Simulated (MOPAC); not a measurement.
Energy and gradient calculation of C2H5OPSi

- system: C2H5OPSi, SMILES P[SiH]1C=CO1
- method: PM6, closed shell (MOPAC 23.2.5)

The geometry comes from this level: GFN2-xTB.

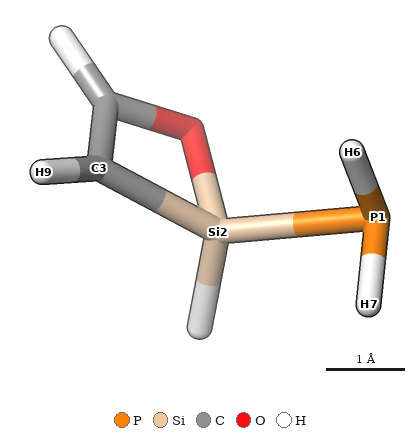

Fig. 1: The input geometry (stick view, seen at a tilt; atoms are numbered from 1 in the order of the input).

The input (calc.mop)
```
PM6 1SCF BONDS GRADIENTS DISP AUX(PRECISION=6) THREADS=1
C2H5OPSi, PM6

P     -2.192750 1     0.579280 1     0.651680 1
Si    -0.059470 1     0.745890 1     0.027450 1
C      1.234530 1    -0.631490 1     0.142010 1
C      1.079710 1    -0.739570 1    -1.177180 1
O      0.127120 1     0.165580 1    -1.571250 1
H     -2.119450 1    -0.747060 1     1.048930 1
H     -1.943160 1     1.042630 1     1.932310 1
H      0.463640 1     2.106520 1     0.084120 1
H      1.889670 1    -1.162500 1     0.801450 1
H      1.520170 1    -1.359270 1    -1.939510 1
```

Run as:
```bash
mopac calc.mop
```

The program's output
```
MOPAC v23.2.5
PM6 CALCULATION RESULTS

 *  PM6        - The PM6 Hamiltonian to be used
 *  1SCF       - DO 1 SCF AND THEN STOP
 *  THREADS=1  - MULTI-THREADING NOT USED
 *  AUX        - OUTPUT AUXILIARY INFORMATION
 *  GRADIENTS  - ALL GRADIENTS TO BE PRINTED
 *  DISP       - PRINT DISPERSION AND HYDROGEN BOND ENERGIES
 *  BONDS      - FINAL BOND-ORDER MATRIX TO BE PRINTED
PM6 1SCF BONDS GRADIENTS DISP AUX(PRECISION=6) THREADS=1
 C2H5OPSi, PM6

   ATOM   CHEMICAL          X               Y               Z
  NUMBER   SYMBOL      (ANGSTROMS)     (ANGSTROMS)     (ANGSTROMS)

     1       P         -2.19275000  *   0.57928000  *   0.65168000  *
     2      Si         -0.05947000  *   0.74589000  *   0.02745000  *
     3       C          1.23453000  *  -0.63149000  *   0.14201000  *
     4       C          1.07971000  *  -0.73957000  *  -1.17718000  *
     5       O          0.12712000  *   0.16558000  *  -1.57125000  *
     6       H         -2.11945000  *  -0.74706000  *   1.04893000  *
     7       H         -1.94316000  *   1.04263000  *   1.93231000  *
     8       H          0.46364000  *   2.10652000  *   0.08412000  *
     9       H          1.88967000  *  -1.16250000  *   0.80145000  *
    10       H          1.52017000  *  -1.35927000  *  -1.93951000  *

          CARTESIAN COORDINATES

    NO.       ATOM           X           Y           Z

     1         P         -2.1928      0.5793      0.6517
     2        Si         -0.0595      0.7459      0.0275
     3         C          1.2345     -0.6315      0.1420
     4         C          1.0797     -0.7396     -1.1772
     5         O          0.1271      0.1656     -1.5713
     6         H         -2.1195     -0.7471      1.0489
     7         H         -1.9432      1.0426      1.9323
     8         H          0.4636      2.1065      0.0841
     9         H          1.8897     -1.1625      0.8014
    10         H          1.5202     -1.3593     -1.9395

           Empirical Formula: C2 H5 O P Si  =    10 atoms

      MOLECULAR POINT GROUP   :   C1

      RHF CALCULATION, NO. OF DOUBLY OCCUPIED LEVELS = 14

 -------------------------------------------------------------------------------
 PM6 1SCF BONDS GRADIENTS DISP AUX(PRECISION=6) THREADS=1
 C2H5OPSi, PM6

     1SCF WAS SPECIFIED, SO BFGS WAS NOT USED
     SCF FIELD WAS ACHIEVED

                              PM6 CALCULATION

          FINAL HEAT OF FORMATION =       -118.59959 KCAL/MOL =    -496.22068 KJ/MOL

          TOTAL ENERGY            =     -18994.56007 KCAL/MOL = ELECTRONIC ENERGY + CORE-CORE REPULSION
          ENERGY OF ATOMS         =      18875.96049 KCAL/MOL
                              SUM =       -118.59959 KCAL/MOL
          DISPERSION ENERGY       =          0.00000 KCAL/MOL
                              SUM =       -118.59959 KCAL/MOL = FINAL HEAT OF FORMATION

          TOTAL ENERGY            =       -823.68208 EV
          ELECTRONIC ENERGY       =      -2602.70261 EV
          CORE-CORE REPULSION     =       1779.02053 EV
          COSMO AREA              =        130.74 SQUARE ANGSTROMS
          COSMO VOLUME            =        122.84 CUBIC ANGSTROMS

          GRADIENT NORM           =        224.37446          =       70.95343 PER ATOM
          IONIZATION POTENTIAL    =          9.674367 EV
          HOMO LUMO ENERGIES (EV) =         -9.674 -0.371
          NO. OF FILLED LEVELS    =         14
          MOLECULAR WEIGHT        =        104.1202         POINT GROUP:  C1

          MOLECULAR DIMENSIONS (Angstroms)

            Atom       Atom       Distance
            H    10    H     7     5.72318
            H     8    H     6     3.83527
            O     5    H     9     3.21518

          SCF CALCULATIONS        =          1

          WALL-CLOCK TIME         =      0.020 SECONDS
          COMPUTATION TIME        =      0.019 SECONDS

          LARGEST ATOMIC GRADIENTS

          Atom     Label                     Cartesian Gradients           Cartesian Coordinates       |Gradient|
                                           X          Y          Z        X          Y          Z

             1       P                -120.584    -29.772     79.852   -2.19275    0.57928    0.65168    147.659
             2      Si                 100.689      4.024    -50.532   -0.05947    0.74589    0.02745    112.730
             5       O                  28.699    -13.234     67.394    0.12712    0.16558   -1.57125     74.436
             7       H                  -1.821    -32.681    -53.707   -1.94316    1.04263    1.93231     62.895
             6       H                   8.422     58.204     -4.719   -2.11945   -0.74706    1.04893     59.000
             3       C                   0.359     -4.371    -42.108    1.23453   -0.63149    0.14201     42.336
             4       C                 -21.105     22.789      4.343    1.07971   -0.73957   -1.17718     31.363
            10       H                   1.768     -1.678      5.877    1.52017   -1.35927   -1.93951      6.362
             8       H                   1.709     -1.595     -5.011    0.46364    2.10652    0.08412      5.530
             9       H                   1.864     -1.687     -1.388    1.88967   -1.16250    0.80145      2.872

       FINAL  POINT  AND  DERIVATIVES

   PARAMETER     ATOM    TYPE            VALUE        GRADIENT
      1          1  P    CARTESIAN X    -2.192750   -120.583506  KCAL/ANGSTROM
      2          1  P    CARTESIAN Y     0.579280    -29.771650  KCAL/ANGSTROM
      3          1  P    CARTESIAN Z     0.651680     79.851805  KCAL/ANGSTROM
      4          2 Si    CARTESIAN X    -0.059470    100.689266  KCAL/ANGSTROM
      5          2 Si    CARTESIAN Y     0.745890      4.024283  KCAL/ANGSTROM
      6          2 Si    CARTESIAN Z     0.027450    -50.532465  KCAL/ANGSTROM
      7          3  C    CARTESIAN X     1.234530      0.359141  KCAL/ANGSTROM
      8          3  C    CARTESIAN Y    -0.631490     -4.370552  KCAL/ANGSTROM
      9          3  C    CARTESIAN Z     0.142010    -42.108369  KCAL/ANGSTROM
     10          4  C    CARTESIAN X     1.079710    -21.105453  KCAL/ANGSTROM
     11          4  C    CARTESIAN Y    -0.739570     22.788531  KCAL/ANGSTROM
     12          4  C    CARTESIAN Z    -1.177180      4.343394  KCAL/ANGSTROM
     13          5  O    CARTESIAN X     0.127120     28.699313  KCAL/ANGSTROM
     14          5  O    CARTESIAN Y     0.165580    -13.234402  KCAL/ANGSTROM
     15          5  O    CARTESIAN Z    -1.571250     67.394232  KCAL/ANGSTROM
     16          6  H    CARTESIAN X    -2.119450      8.421590  KCAL/ANGSTROM
     17          6  H    CARTESIAN Y    -0.747060     58.204497  KCAL/ANGSTROM
     18          6  H    CARTESIAN Z     1.048930     -4.719458  KCAL/ANGSTROM
     19          7  H    CARTESIAN X    -1.943160     -1.821229  KCAL/ANGSTROM
     20          7  H    CARTESIAN Y     1.042630    -32.680862  KCAL/ANGSTROM
     21          7  H    CARTESIAN Z     1.932310    -53.706882  KCAL/ANGSTROM
     22          8  H    CARTESIAN X     0.463640      1.709427  KCAL/ANGSTROM
     23          8  H    CARTESIAN Y     2.106520     -1.594925  KCAL/ANGSTROM
     24          8  H    CARTESIAN Z     0.084120     -5.011300  KCAL/ANGSTROM
     25          9  H    CARTESIAN X     1.889670      1.863637  KCAL/ANGSTROM
     26          9  H    CARTESIAN Y    -1.162500     -1.687088  KCAL/ANGSTROM
     27          9  H    CARTESIAN Z     0.801450     -1.388051  KCAL/ANGSTROM
     28         10  H    CARTESIAN X     1.520170      1.767813  KCAL/ANGSTROM
     29         10  H    CARTESIAN Y    -1.359270     -1.677831  KCAL/ANGSTROM
     30         10  H    CARTESIAN Z    -1.939510      5.877095  KCAL/ANGSTROM

   ATOM   CHEMICAL          X               Y               Z
  NUMBER   SYMBOL      (ANGSTROMS)     (ANGSTROMS)     (ANGSTROMS)

     1       P         -2.19275000  *   0.57928000  *   0.65168000  *
     2      Si         -0.05947000  *   0.74589000  *   0.02745000  *
     3       C          1.23453000  *  -0.63149000  *   0.14201000  *
     4       C          1.07971000  *  -0.73957000  *  -1.17718000  *
     5       O          0.12712000  *   0.16558000  *  -1.57125000  *
     6       H         -2.11945000  *  -0.74706000  *   1.04893000  *
     7       H         -1.94316000  *   1.04263000  *   1.93231000  *
     8       H          0.46364000  *   2.10652000  *   0.08412000  *
     9       H          1.88967000  *  -1.16250000  *   0.80145000  *
    10       H          1.52017000  *  -1.35927000  *  -1.93951000  *

                             CARTESIAN COORDINATES

   1    P       -2.192750000     0.579280000     0.651680000
   2   Si       -0.059470000     0.745890000     0.027450000
   3    C        1.234530000    -0.631490000     0.142010000
   4    C        1.079710000    -0.739570000    -1.177180000
   5    O        0.127120000     0.165580000    -1.571250000
   6    H       -2.119450000    -0.747060000     1.048930000
   7    H       -1.943160000     1.042630000     1.932310000
   8    H        0.463640000     2.106520000     0.084120000
   9    H        1.889670000    -1.162500000     0.801450000
  10    H        1.520170000    -1.359270000    -1.939510000

           Empirical Formula: C2 H5 O P Si  =    10 atoms

      MOLECULAR POINT GROUP   :   C1

                  EIGENVALUES
 -31.91414 -25.72579 -22.85146 -20.80212 -17.27636 -16.32333 -15.34422 -14.70011
 -14.33097 -12.13078 -11.80798 -10.94002  -9.84147  -9.67437  -0.37063   0.10208
   0.36453   0.82655   1.29520   2.04341   2.21949   2.97353   3.50168   4.09271
   4.24293   4.54361   4.91582   5.03030   5.59540   6.57913 133.81715 134.08853
 134.19754 134.35983 134.41414

              NET ATOMIC CHARGES AND DIPOLE CONTRIBUTIONS

  ATOM NO.   TYPE          CHARGE      No. of ELECS.   s-Pop       p-Pop       d-Pop
    1          P          -0.037316        5.0373     1.58650     3.43943     0.01139
    2         Si           0.421196        3.5788     1.16344     1.58458     0.83078
    3          C          -0.604968        4.6050     1.14522     3.45975
    4          C           0.262214        3.7378     1.09284     2.64495
    5          O          -0.514865        6.5149     1.75607     4.75879
    6          H           0.048837        0.9512     0.95116
    7          H           0.043483        0.9565     0.95652
    8          H           0.028492        0.9715     0.97151
    9          H           0.188705        0.8113     0.81130
   10          H           0.164222        0.8358     0.83578
 DIPOLE           X         Y         Z       TOTAL
 POINT-CHG.    -0.197     0.104     1.787     1.801
 HYBRID         1.356    -1.165     0.466     1.847
 SUM            1.159    -1.061     2.253     2.747

          ATOMIC ORBITAL ELECTRON POPULATIONS

     Atom    s        px        py        pz      x^2-y^2     xz        z^2       yz        xy
    1  P   1.58650   1.27534   1.04465   1.11944   0.00376   0.00161   0.00310   0.00174   0.00118
    2 Si   1.16344   0.62089   0.64616   0.31753   0.20551   0.14301   0.21278   0.12697   0.14251
    3  C   1.14522   1.18935   1.19743   1.07297
    4  C   1.09284   0.82802   0.84626   0.97067
    5  O   1.75607   1.54743   1.54040   1.67096
    6  H   0.95116
    7  H   0.95652
    8  H   0.97151
    9  H   0.81130
   10  H   0.83578

          BONDING CONTRIBUTION OF EACH M.O.

  1.6143  1.4871  1.6369  1.7438  1.5061  1.8706  1.7640  1.6578  1.7433  1.1813
  1.5593  1.9200  1.3701  1.1926 -0.5135 -0.7261 -1.1283 -1.1200 -0.4921 -1.1005
 -1.1770 -1.5951 -1.5264 -1.7900 -1.6128 -1.7547 -1.9382 -1.9020 -1.9073 -1.9242
 -0.0004 -0.0032 -0.0030 -0.0177 -0.0149

            (VALENCIES)   BOND ORDERS

     1  P     (3.137)     2 Si 1.148     6  H 0.965     7  H 0.956     3  C 0.028     8  H 0.018     5  O 0.016

     2 Si     (4.307)     1  P 1.148     5  O 1.025     8  H 0.951     3  C 0.948     4  C 0.137     7  H 0.038
                          6  H 0.029    10  H 0.025

     3  C     (3.864)     4  C 1.815     2 Si 0.948     9  H 0.945     5  O 0.105     1  P 0.028     8  H 0.016

     4  C     (3.869)     3  C 1.815     5  O 0.968    10  H 0.938     2 Si 0.137

     5  O     (2.138)     2 Si 1.025     4  C 0.968     3  C 0.105     1  P 0.016

     6  H     (0.998)     1  P 0.965     2 Si 0.029

     7  H     (0.998)     1  P 0.956     2 Si 0.038

     8  H     (0.999)     2 Si 0.951     1  P 0.018     3  C 0.016

     9  H     (0.964)     3  C 0.945

    10  H     (0.973)     4  C 0.938     2 Si 0.025

 *                    *
 * JOB ENDED NORMALLY *
 *                    *

 TOTAL JOB TIME:             0.03 SECONDS

 == MOPAC DONE ==
```

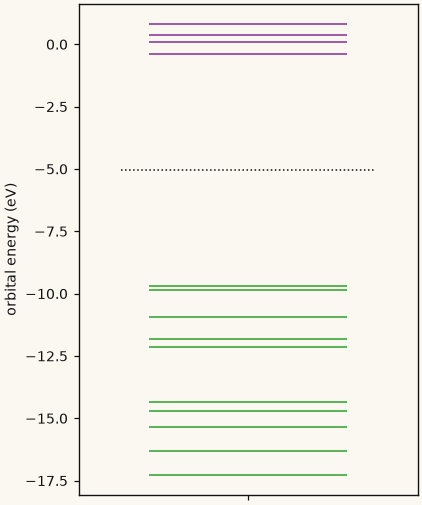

Fig. 2: Orbital energies near the frontier; the dotted line parts filled from empty levels, and levels within 0.02 eV of each other stand side by side. Highest filled −9.67 eV, lowest empty −0.37 eV, 9.30 eV apart.

Summary

```csv
quantity,value
outcome,converged
total energy,−30.269758 hartree
dispersion energy,0.000000 hartree
heat of formation,−118.60 kcal/mol
basis functions,35
largest force,6.403 eV/Å
HOMO,−9.67 eV
LUMO,−0.37 eV
dipole moment,2.75 D
hardware,"1 thread of Arm Neoverse N1, 98 GiB of memory available, shared host"
peak memory,0.12 GiB
```

MOPAC's energies along a path are heats of formation.
